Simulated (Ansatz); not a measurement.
# CHAlSi (SMILES [C]1#[Si][AlH]1): energies and forces away from the minimum

Aim: displace all atoms at random from the minimum and see how well density functionals give the CCSD(T) energy and forces there.

Method: single points with forces in def2-TZVPP; program: Ansatz 0.2.0, Gaussian basis.

Levels: PBE-D4, r2SCAN-D4, PBE0-D4, wB97M-V, Hartree-Fock, MP2, CCSD, CCSD(T). Each coordinate is moved by a Gaussian draw of the width named (0.7 of it for atoms other than hydrogen): 0.02, 0.09, 0.12, 0.02 Å.

Correlated methods freeze the cores.

11 further runs of the same task are left out: 11 set aside as unsound or not needed.

**1. The system as given**

The minimum, relaxed at PBE0-D4: SMILES `[C]1#[Si][AlH]1`, 4 atoms, charge 0, spin multiplicity 1.

Atoms are counted from 1 here; the program's logs count them from 0.

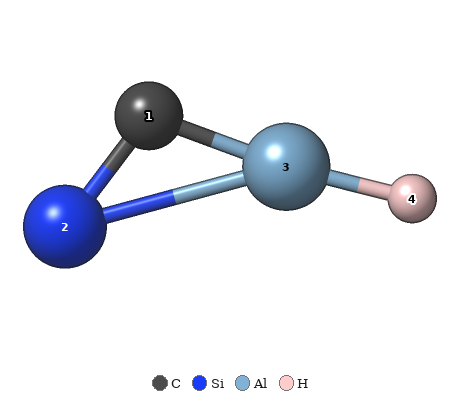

Start geometry, drawn with carbon dark grey, silicon blue, aluminium light blue, hydrogen pink; atoms are numbered from 1 in the order of the file.

Geometry (Å):

```xyz
4
CHAlSi
C     0.2973    0.5984    1.0129
Si    0.7417   -0.8687    1.7262
Al   -0.2592    0.2199   -0.6316
H    -0.7797    0.0504   -2.1075
```

Energies of the minimum (eV), from earlier single points: PBE-D4 -15516.21455, r2SCAN-D4 -15522.97782, PBE0-D4 -15517.36117, B3LYP-D4 -15526.43508, wB97M-V -15523.90531, CCSD(T) -15498.80382.

**2. Structure 1, width 0.02 Å**

ccsdt-tzvpp/in.yaml reads:

```yaml
crystal:
  periodic: [false, false, false]
  atoms:
    - {symbol: C, position_ang: [0.293353, 0.589463, 1.000417]}
    - {symbol: Si, position_ang: [0.745464, -0.858347, 1.741354]}
    - {symbol: Al, position_ang: [-0.234024, 0.216595, -0.618029]}
    - {symbol: H, position_ang: [-0.800127, 0.044873, -2.104264]}
basis:
  gaussian: {orbitals: def2-TZVPP}
correlation: {method: ccsd_t}
output: {forces: true}
```

The command line of these runs was not kept.

Log (excerpt; [...] marks lines left out):

```text
Functional definition: HF
  name "HF"
  cite "Fock, Z. Phys. 61, 126 (1930) doi:10.1007/BF01340294"
  parent pbe
[...]
778 factors; integrals over basis functions are off by at most 1.2e-3 eV
[...]
mean field -15488.79114960 eV, -569.2025760680 hartree, gradient 1.8e-6 eV, S^2 0.000000; 0 other end points of the search recorded, 0 dependent functions left out; unrestricted orbitals would lower it
11 core orbitals not correlated: weight in the atoms' cores, before any rotation towards them, 1.000 or more for the frozen orbitals, at most 0.000 for the correlated occupied ones
reference -15488.79114960 eV, -569.2025760680 hartree; 6, 6 occupied and 112, 112 virtual orbitals, 778 factors
second order -8.90328391 eV of doubles, -0.00000000 eV of singles
cycle   1  -8.85993861 eV  change    4.3e-2 eV  update   1.1e-1
[...]
cycle  12  -9.33347168 eV  change    1.5e-6 eV  update   3.2e-6
perturbative correction -0.64126780 eV, -0.0235661571 hartree
[...]
Total energy: -15498.76588908 eV, -569.5691409828 hartree
Atom 0 at     0.293353     0.589463     1.000417 Å, force     0.299570     0.773467     1.051200 eV/Å
Atom 1 at     0.745464    -0.858347     1.741354 Å, force     0.127367    -0.454122     0.182911 eV/Å
Atom 2 at    -0.234024     0.216595    -0.618029 Å, force    -0.593603    -0.349256    -1.580153 eV/Å
Atom 3 at    -0.800127     0.044873    -2.104264 Å, force     0.166665     0.029910     0.346043 eV/Å
Dipole moment:    -0.168278    -0.133179    -0.557327 e Å
```

Wall time 21 s (2 threads, shared host); peak memory 0.89 GiB.

The other levels were run on the same coordinates; their logs were not kept, and their results stand in the tables.

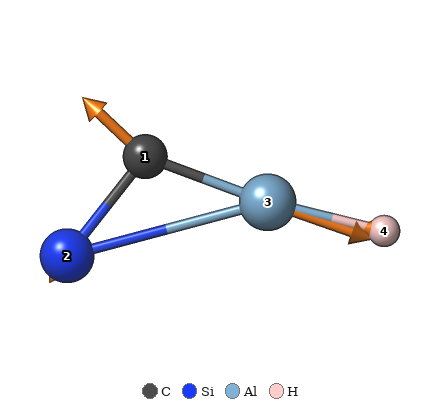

Forces at CCSD(T); the longest arrow is 1.72 eV/Å.

```csv
method,RMS force component (eV/Å),RMS error against CCSD(T) (eV/Å),angle to CCSD(T) forces (°),dipole (D)
PBE-D4,0.600,0.095,7.1,2.71
r2SCAN-D4,0.521,0.188,12.9,2.88
PBE0-D4,0.485,0.249,18.4,2.93
wB97M-V,0.515,0.357,32.8,2.94
CCSD(T),0.656,reference,reference,2.87
```

**3. Structure 2, width 0.09 Å**

ccsdt-tzvpp/in.yaml reads:

```yaml
crystal:
  periodic: [false, false, false]
  atoms:
    - {symbol: C, position_ang: [0.346756, 0.498391, 1.093386]}
    - {symbol: Si, position_ang: [0.725168, -0.867139, 1.863875]}
    - {symbol: Al, position_ang: [-0.242729, 0.248130, -0.573785]}
    - {symbol: H, position_ang: [-0.638806, 0.152589, -2.215213]}
basis:
  gaussian: {orbitals: def2-TZVPP}
correlation: {method: ccsd_t}
output: {forces: true}
```

Log (excerpt; [...] marks lines left out):

```text
[... 4 set-up lines as earlier in the session ...]
[...]
780 factors; integrals over basis functions are off by at most 7.1e-4 eV
[...]
mean field -15488.62817460 eV, -569.1965868473 hartree, gradient 2.5e-6 eV, S^2 0.000000; 0 other end points of the search recorded, 0 dependent functions left out
11 core orbitals not correlated: weight in the atoms' cores, before any rotation towards them, 1.000 or more for the frozen orbitals, at most 0.000 for the correlated occupied ones
reference -15488.62817460 eV, -569.1965868473 hartree; 6, 6 occupied and 112, 112 virtual orbitals, 780 factors
second order -8.83041830 eV of doubles, -0.00000000 eV of singles
cycle   1  -8.82497297 eV  change    5.4e-3 eV  update   1.1e-1
[...]
cycle  13  -9.28668933 eV  change   -7.7e-6 eV  update   3.1e-6
perturbative correction -0.62738359 eV, -0.0230559215 hartree
[...]
Total energy: -15498.54224752 eV, -569.5609223071 hartree
Atom 0 at     0.346756     0.498391     1.093386 Å, force    -0.954193     3.147620    -1.773027 eV/Å
Atom 1 at     0.725168    -0.867139     1.863875 Å, force     0.826088    -3.121877     1.666517 eV/Å
Atom 2 at    -0.242729     0.248130    -0.573785 Å, force    -0.102741    -0.066099    -1.216064 eV/Å
Atom 3 at    -0.638806     0.152589    -2.215213 Å, force     0.230846     0.040356     1.322574 eV/Å
Dipole moment:    -0.252141    -0.083910    -0.596374 e Å
```

It took 21 s on 2 threads, shared host; peak memory 0.89 GiB.

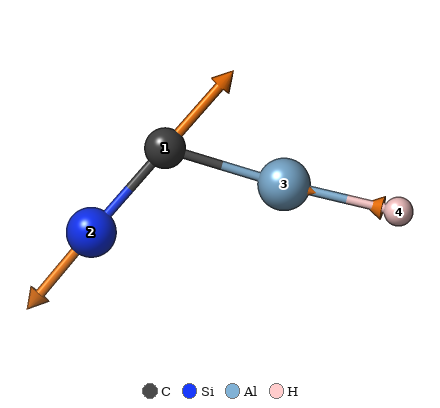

Forces at CCSD(T); the longest arrow is 3.74 eV/Å.

```csv
method,RMS force component (eV/Å),RMS error against CCSD(T) (eV/Å),angle to CCSD(T) forces (°),dipole (D)
PBE-D4,1.567,0.101,3.5,2.95
r2SCAN-D4,1.440,0.186,4.0,3.14
PBE0-D4,1.410,0.235,5.6,3.22
wB97M-V,1.331,0.340,8.5,3.23
CCSD(T),1.593,reference,reference,3.14
```

**4. Structure 3, width 0.12 Å**

ccsdt-tzvpp/in.yaml reads:

```yaml
crystal:
  periodic: [false, false, false]
  atoms:
    - {symbol: C, position_ang: [0.203198, 0.511234, 1.020603]}
    - {symbol: Si, position_ang: [0.725975, -0.880690, 1.681410]}
    - {symbol: Al, position_ang: [-0.283278, -0.007654, -0.603887]}
    - {symbol: H, position_ang: [-0.878024, 0.022686, -1.771121]}
basis:
  gaussian: {orbitals: def2-TZVPP}
correlation: {method: ccsd_t}
output: {forces: true}
```

Log (excerpt; [...] marks lines left out):

```text
[... 4 set-up lines as earlier in the session ...]
[...]
781 factors; integrals over basis functions are off by at most 7.2e-4 eV
[...]
mean field -15487.99883723 eV, -569.1734591254 hartree, gradient 2.6e-6 eV, S^2 0.000000; 1 other end points of the search recorded, 0 dependent functions left out; unrestricted orbitals would lower it
11 core orbitals not correlated: weight in the atoms' cores, before any rotation towards them, 1.000 or more for the frozen orbitals, at most 0.000 for the correlated occupied ones
reference -15487.99883723 eV, -569.1734591254 hartree; 6, 6 occupied and 112, 112 virtual orbitals, 781 factors
second order -8.86814153 eV of doubles, -0.00000000 eV of singles
cycle   1  -8.86089147 eV  change    7.3e-3 eV  update   1.0e-1
[...]
cycle  13  -9.30980516 eV  change   -6.2e-6 eV  update   2.2e-6
perturbative correction -0.61951407 eV, -0.0227667222 hartree
[...]
Total energy: -15497.92815646 eV, -569.5383548769 hartree
Atom 0 at     0.203198     0.511234     1.020603 Å, force    -0.795757     2.766606    -0.912797 eV/Å
Atom 1 at     0.725975    -0.880690     1.681410 Å, force     1.149923    -2.902758     1.518330 eV/Å
Atom 2 at    -0.283278    -0.007654    -0.603887 Å, force     2.381883     0.277194     5.179287 eV/Å
Atom 3 at    -0.878024     0.022686    -1.771121 Å, force    -2.736049    -0.141042    -5.784820 eV/Å
Dipole moment:    -0.158505    -0.218326    -0.664695 e Å
```

It took 21 s on 2 threads, shared host; peak memory 0.9 GiB.

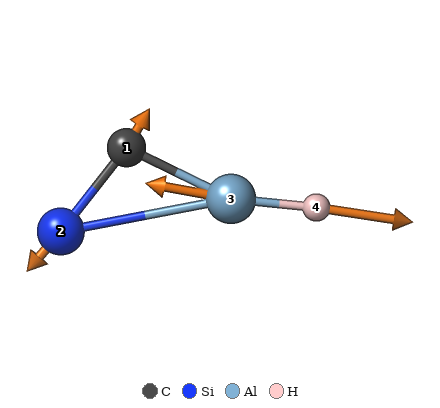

Forces at CCSD(T); the longest arrow is 6.40 eV/Å.

```csv
method,RMS force component (eV/Å),RMS error against CCSD(T) (eV/Å),angle to CCSD(T) forces (°),dipole (D)
PBE-D4,2.819,0.041,0.8,3.28
r2SCAN-D4,2.769,0.205,4.1,3.49
PBE0-D4,2.766,0.261,5.3,3.52
wB97M-V,2.668,0.373,7.2,3.61
CCSD(T),2.809,reference,reference,3.45
```

**5. Structure 4, width 0.02 Å**

ccsdt-tzvpp/in.yaml reads:

```yaml
crystal:
  periodic: [false, false, false]
  atoms:
    - {symbol: C, position_ang: [0.291669, 0.615640, 1.008280]}
    - {symbol: Si, position_ang: [0.748955, -0.898027, 1.732569]}
    - {symbol: Al, position_ang: [-0.279154, 0.222599, -0.624966]}
    - {symbol: H, position_ang: [-0.777261, 0.069779, -2.110027]}
basis:
  gaussian: {orbitals: def2-TZVPP}
correlation: {method: ccsd_t}
output: {forces: true}
```

Log (excerpt; [...] marks lines left out):

```text
[... 4 set-up lines as earlier in the session ...]
[...]
778 factors; integrals over basis functions are off by at most 1.2e-3 eV
[...]
mean field -15488.73052490 eV, -569.2003481514 hartree, gradient 2.2e-6 eV, S^2 0.000000; 0 other end points of the search recorded, 0 dependent functions left out; unrestricted orbitals would lower it
11 core orbitals not correlated: weight in the atoms' cores, before any rotation towards them, 1.000 or more for the frozen orbitals, at most 0.000 for the correlated occupied ones
reference -15488.73052490 eV, -569.2003481514 hartree; 6, 6 occupied and 112, 112 virtual orbitals, 778 factors
second order -8.99313738 eV of doubles, -0.00000000 eV of singles
cycle   1  -8.89067892 eV  change    1.0e-1 eV  update   1.1e-1
[...]
cycle  13  -9.38958005 eV  change   -4.5e-6 eV  update   1.7e-6
perturbative correction -0.66799809 eV, -0.0245484772 hartree
[...]
Total energy: -15498.78810304 eV, -569.5699573307 hartree
Atom 0 at     0.291669     0.615640     1.008280 Å, force     0.428150    -0.683641     0.961944 eV/Å
Atom 1 at     0.748955    -0.898027     1.732569 Å, force    -0.306061     0.877811    -0.520305 eV/Å
Atom 2 at    -0.279154     0.222599    -0.624966 Å, force    -0.113257    -0.193444    -0.488471 eV/Å
Atom 3 at    -0.777261     0.069779    -2.110027 Å, force    -0.008832    -0.000726     0.046833 eV/Å
Dipole moment:    -0.198791    -0.150037    -0.548210 e Å
```

Wall time 21 s (2 threads, shared host); peak memory 0.89 GiB.

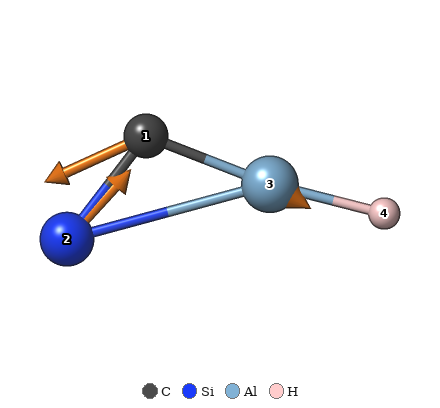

Forces at CCSD(T); the longest arrow is 1.26 eV/Å.

```csv
method,RMS force component (eV/Å),RMS error against CCSD(T) (eV/Å),angle to CCSD(T) forces (°),dipole (D)
PBE-D4,0.453,0.095,10.0,2.73
r2SCAN-D4,0.584,0.180,16.9,2.91
PBE0-D4,0.630,0.242,20.9,2.95
wB97M-V,0.756,0.360,23.8,2.98
CCSD(T),0.500,reference,reference,2.89
```

**6. All structures together**

Energy above the minimum (kcal/mol):

```csv
structure,width (Å),PBE-D4,r2SCAN-D4,PBE0-D4,wB97M-V,Hartree-Fock,MP2,CCSD,CCSD(T)
1,0.02,0.7,0.6,0.5,0.5,0.3,1.0,0.7,0.9
2,0.09,5.1,5.1,4.8,5.0,4.1,6.4,5.5,6.0
3,0.12,21.3,19.9,19.6,18.1,18.6,20.0,19.5,20.2
4,0.02,0.3,0.8,0.9,1.2,1.7,0.3,0.8,0.4
```

Miss and cost, level by level (times from a shared host):

```csv
method,mean energy error from CCSD(T) (kcal/mol),mean time a point
PBE-D4,0.6,1.3 s
r2SCAN-D4,0.5,2.8 s
PBE0-D4,0.7,1.7 s
wB97M-V,1.1,6.1 s
Hartree-Fock,1.4,part of the CCSD(T) run
MP2,0.2,part of the CCSD(T) run
CCSD,0.5,part of the CCSD(T) run
CCSD(T),0,21 s
```

For cost: r2SCAN-D4 comes within 0.5 kcal/mol at 2.8 s a point, where CCSD(T) needs 21 s.

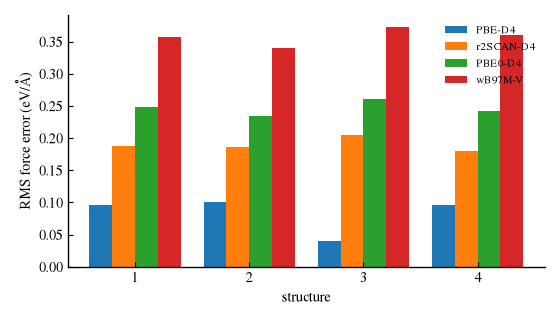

Force errors against CCSD(T).

**7. Outcome**

| quantity | value |
| --- | --- |
| energy above the minimum, CCSD(T) | 0.9, 6.0, 20.2, 0.4 kcal/mol |
| mean energy error | PBE-D4 0.6, r2SCAN-D4 0.5, PBE0-D4 0.7, wB97M-V 1.1, Hartree-Fock 1.4, MP2 0.2, CCSD 0.5 kcal/mol |
| mean RMS force error | PBE-D4 0.083, r2SCAN-D4 0.190, PBE0-D4 0.247, wB97M-V 0.357 eV/Å |
| largest T1 diagnostic | 0.020 |

In words: MP2 gives the best energies and Hartree-Fock the worst. For forces PBE-D4 is best, off by 6 % of the typical force, and wB97M-V worst (26 %); with few structures and a triple-zeta reference, gaps of a few points rank nothing. The restricted Hartree–Fock reference is unstable towards an unrestricted one at one or more of these structures.
